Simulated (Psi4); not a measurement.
# C2H2F4 (norflurane): M06-L/cc-pVDZ

Aim: the vertical ionisation energy of C2H2F4 (norflurane) at M06-L/cc-pVDZ, from 2 runs. Input form: a Python script.

The calculation is run with Psi4 1.11.

## (1) The system as given

C2H2F4: 8 atoms, total charge 0, spin state singlet. SMILES: `FCC(F)(F)F`. Geometry: relaxed at PBE0-D4/def2-TZVP.

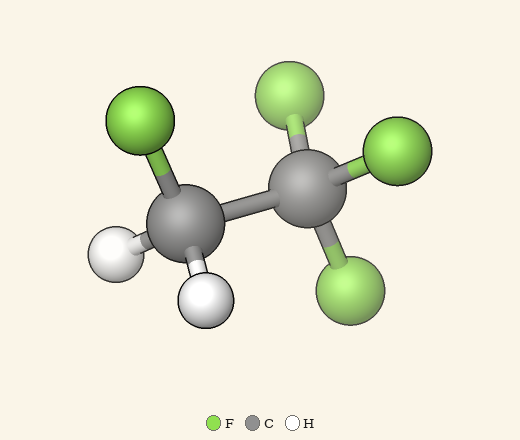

Viewed from a chosen angle; fluorine green, carbon grey, hydrogen white.

## (2) Energy and gradient at M06-L/cc-pVDZ

Input file job.py:

```python
import psi4

psi4.set_memory(1600000000)
psi4.set_num_threads(1)
psi4.set_output_file('run.log', False)

m = psi4.geometry("""
F     -0.224600    -1.506500     0.915200
C     -0.211200    -0.737800    -0.211700
C      0.211200     0.674300     0.135500
F      1.434400     0.711300     0.662400
F      0.217100     1.411800    -0.982100
F     -0.624600     1.243600     1.002900
H      0.502000    -1.148600    -0.930100
H     -1.212300    -0.705100    -0.647900
symmetry c1
""")

options = {'basis': 'cc-pVDZ', 'puream': True, 'e_convergence': 1e-09, 'd_convergence': 1e-08, 'scf_type': 'pk', 'dft_radial_points': 99, 'dft_spherical_points': 590}
psi4.set_options(options)

e_tot, wfn = psi4.gradient('M06-L', return_wfn=True)
psi4.oeprop(wfn, 'QUADRUPOLE', 'MULLIKEN_CHARGES', 'LOWDIN_CHARGES', title='M06-L')
print('gradient / Eh bohr^-1')
print(e_tot.np.round(6))
print(f'energy = {wfn.energy():.10f} Eh')
```

Run with:

```console
$ python job.py
```

run.log:

```text
[-0.00188    -0.00583649 -0.00243185]
 [ 0.00308844  0.01023755  0.00292963]
 [-0.00785328  0.00008757 -0.00371188]
 [-0.00001807 -0.00478226  0.00735726]
 [ 0.00544226 -0.00334956 -0.00590892]
 [-0.00210017  0.0012055   0.00407705]
 [ 0.00353045 -0.00024714  0.0031477 ]]

    h
    h
    h

    -----------------------------------------------------------------------

    Memory:     1.5 GiB
    Threads:    1
                ecpint, einsums, f̶o̶r̶t̶e̶, gauxc, gcp, g̶d̶m̶a̶, geometric, g̶p̶u̶_̶d̶f̶c̶c̶,
                i̶n̶t̶e̶g̶r̶a̶t̶o̶r̶x̶x̶, i̶p̶i̶, libefp, m̶d̶i̶, m̶p̶2̶d̶, m̶r̶c̶c̶, ooo,
                o̶p̶e̶n̶f̶e̶r̶m̶i̶o̶n̶p̶s̶i̶4̶, pcmsolver, p̶s̶i̶4̶f̶o̶c̶k̶c̶i̶, p̶s̶i̶x̶a̶s̶,
                p̶y̶e̶i̶n̶s̶u̶m̶s̶, r̶e̶s̶p̶, s̶i̶m̶i̶n̶t̶, s̶n̶s̶m̶p̶2̶,
                v̶2̶r̶d̶m̶_̶c̶a̶s̶s̶c̶f̶

gradient() will perform analytic gradient computation.

   => Loading Basis Set <=

[... 151 lines left out ...]
                        Total Energy        Delta E     RMS |[F,P]|
[... 5 lines left out ...]
   @RKS iter   4:  -476.75256062077074   -2.32430e-03   2.55977e-04 ADIIS/DIIS
[... 4 lines left out ...]
   @RKS iter   9:  -476.75280488242481   -7.56313e-09   3.95874e-07 DIIS
[... 30 lines left out ...]
    Final Occupation by Irrep:
[... 12 lines left out ...]
    DFT Exchange-Correlation Energy =     -53.5224436979349889
[... 18 lines left out ...]
 Dipole Y            :          2.5759941           -2.8838426           -0.3078485
[... 118 lines left out ...]
 Dipole Z            :          1.8488179           -2.4686435           -0.6198256
[... 9 lines left out ...]
 ------------------------------------------------------------------------------------
  Mulliken Charges: (a.u.)
   Center  Symbol    Alpha    Beta     Spin     Total
       1     F     4.62678  4.62678  0.00000 -0.25355
       2     C     2.90086  2.90086  0.00000  0.19828
       3     C     2.73425  2.73425  0.00000  0.53149
[... 4 lines of this table left out ...]
       8     H     0.46961  0.46961  0.00000  0.06078

   Total alpha = 25.00000, Total beta = 25.00000, Total charge =  0.00000

  Lowdin Charges: (a.u.)
   Center  Symbol    Alpha    Beta     Spin     Total
       1     F     4.50890  4.50890  0.00000 -0.01781
       2     C     3.00295  3.00295  0.00000 -0.00590
       3     C     3.08192  3.08192  0.00000 -0.16385
[... 4 lines of this table left out ...]
       8     H     0.48525  0.48525  0.00000  0.02950

  Total alpha = 25.00000, Total beta = 25.00000, Total charge =  0.00000
```

The script printed:

```text
gradient / Eh bohr^-1
[[-2.0300e-04  2.7760e-03 -5.5470e-03]
 [-1.8800e-03 -5.8360e-03 -2.4320e-03]
 [ 3.0880e-03  1.0238e-02  2.9300e-03]
 [-7.8530e-03  8.8000e-05 -3.7120e-03]
 [-1.8000e-05 -4.7820e-03  7.3570e-03]
 [ 5.4420e-03 -3.3500e-03 -5.9090e-03]
 [-2.1000e-03  1.2050e-03  4.0770e-03]
 [ 3.5300e-03 -2.4700e-04  3.1480e-03]]
energy = -476.7528048829 Eh
```

It took 47 s on 1 thread of Intel Xeon Platinum 8488C (Sapphire Rapids), shared host; peak memory 0.89 GiB.

## (3) The doublet cation: the energy at UM06-L/cc-pVDZ

Input file c2h2f4.xyz:

```xyz
8
C2H2F4
F     -0.224600    -1.506500     0.915200
C     -0.211200    -0.737800    -0.211700
C      0.211200     0.674300     0.135500
F      1.434400     0.711300     0.662400
F      0.217100     1.411800    -0.982100
F     -0.624600     1.243600     1.002900
H      0.502000    -1.148600    -0.930100
H     -1.212300    -0.705100    -0.647900
```

Input file c2h2f4.py:

```python
import psi4

psi4.set_memory('1600 MB')
psi4.set_num_threads(1)
psi4.set_output_file('psi4.out', False)

with open('c2h2f4.xyz') as f:
    atoms = ''.join(f.readlines()[2:])
mol = psi4.geometry('1 2\n' + atoms + 'symmetry c1')

options = {'basis': 'cc-pVDZ', 'reference': 'uks', 'puream': True, 'e_convergence': 1e-09, 'd_convergence': 1e-08, 'scf_type': 'pk', 'dft_radial_points': 99, 'dft_spherical_points': 590, 'maxiter': 200}
psi4.set_options(options)

e = psi4.energy("m06-l")
print('E =', round(e, 9))
```

Run with:

```console
$ python c2h2f4.py
```

psi4.out:

```text
Psi4 1.11 release

   => Loading Basis Set <=

    Name: CC-PVDZ
    Role: ORBITAL
    Keyword: BASIS

         ---------------------------------------------------------
                                   SCF
                              UKS Reference
                        1 Threads,   1525 MiB Core
         ---------------------------------------------------------

  ==> Geometry <==

    Molecular point group: c1
    Full point group: C1

    Geometry (in Angstrom), charge = 1, multiplicity = 2:

[... 134 lines left out ...]
                        Total Energy        Delta E     RMS |[F,P]|
[... 5 lines left out ...]
   @UKS iter   4:  -476.28853369741819   -2.56166e-02   1.14923e-03 ADIIS/DIIS
[... 4 lines left out ...]
   @UKS iter   9:  -476.29399434907265   -2.94082e-06   9.74290e-06 DIIS
[... 4 lines left out ...]
   @UKS iter  14:  -476.29399468786517   -2.01794e-11   8.84556e-09 DIIS
[... 12 lines left out ...]
   @S   Expected:                5.000000000E-01
[... 51 lines left out ...]
    One-Electron Energy =               -1189.5367129424680570
[... 4 lines left out ...]
    Total Energy =                       -476.2939946878651654
[... 1 line left out ...]
  UHF NO Occupations:
  HONO-2 :   23  A 1.9998147
  HONO-1 :   24  A 1.9996094
  HONO-0 :   25  A 1.0000000
  LUNO+0 :   26  A 0.0003906
  LUNO+1 :   27  A 0.0001853
  LUNO+2 :   28  A 0.0001533
  LUNO+3 :   29  A 0.0001530

Computation Completed

Properties will be evaluated at   0.000000,   0.000000,   0.000000 [a0]

Properties computed using the SCF density matrix

 Multipole Moments:

 ------------------------------------------------------------------------------------
     Multipole            Electronic (a.u.)      Nuclear  (a.u.)        Total (a.u.)
 ------------------------------------------------------------------------------------

 L = 1.  Multiply by 2.5417464519 to convert [e a0] to [Debye]
 Dipole X            :          0.7199344           -1.1523862           -0.4324518
 Dipole Y            :          1.7760935           -2.8838426           -1.1077491
 Dipole Z            :          1.5828071           -2.4686435           -0.8858364
 Magnitude           :                                                    1.4828448

 ------------------------------------------------------------------------------------

	total time  =         57 seconds =       0.95 minutes
```

On the terminal:

```text
E = -476.293994688
```

It took 59 s on 1 thread of Intel Xeon Platinum 8488C (Sapphire Rapids), shared host; peak memory 0.89 GiB.

## (4) What came out

At M06-L/cc-pVDZ:

```
                                          quantity          value
                      singlet C2H2F4: total energy  -476.75280 Eh
                     singlet C2H2F4: dipole moment         1.82 D
                       singlet C2H2F4: HOMO energy       -8.73 eV
                       singlet C2H2F4: LUMO energy        1.39 eV
                     singlet C2H2F4: HOMO–LUMO gap       10.12 eV
          singlet C2H2F4: largest force on an atom     0.570 eV/Å
                      doublet cation: total energy  -476.29399 Eh
doublet cation: HOMO energy (highest over α and β)      -16.72 eV
 doublet cation: LUMO energy (lowest over α and β)      -16.17 eV
                              doublet cation: ⟨S²⟩          0.752
vertical ionisation energy (to the doublet cation)      12.485 eV
```

What this shows: The vertical ionisation energy comes to 12.48 eV (1205 kJ/mol). The largest force (singlet C2H2F4) is 0.57 eV/Å: the shape isn't a stationary point for this species at this level. −ε(HOMO) before ionisation, 8.73 eV, is 3.76 eV below this ionisation energy.
